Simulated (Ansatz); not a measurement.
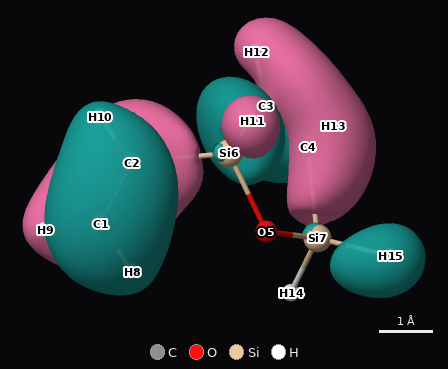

Figure 1: C₄H₈OSi₂. The HOMO at ±0.06 Å⁻³ᐟ² (teal and pink are the two phases), seen at a tilt.

Geometry: B3LYP-D3(BJ)/def2-SVP.

These are results of Ansatz, isolated molecule in a Gaussian basis; Kohn-Sham density functional theory, functional PBE0, not measurements.

| atom | x (Å) | y (Å) | z (Å) |
| --- | --- | --- | --- |
| C | 0.1586 | 1.6001 | 1.6773 |
| C | 0.1831 | 1.5355 | 0.3388 |
| C | -0.4735 | -1.0074 | -1.4056 |
| C | -0.5679 | -2.2562 | -0.8970 |
| O | 1.4173 | -1.0829 | 0.5406 |
| Si | 0.8491 | 0.0498 | -0.5682 |
| Si | 0.6583 | -2.5822 | 0.4966 |
| H | 0.5406 | 0.7772 | 2.2912 |
| H | -0.2348 | 2.4706 | 2.2144 |
| H | -0.2010 | 2.3891 | -0.2365 |
| H | 1.9237 | 0.4616 | -1.5160 |
| H | -1.1289 | -0.6792 | -2.2229 |
| H | -1.3019 | -2.9749 | -1.2840 |
| H | 0.0079 | -2.8875 | 1.8025 |
| H | 1.6323 | -3.6673 | 0.1899 |

Where does this orbital lie, and at what energy?

It lies mainly on C1 (about 30 %), C2 (about 25 %), C3 (about 15 %), C4 (about 10 %) and Si6 (about 5 %). Its energy is −7.86 eV.
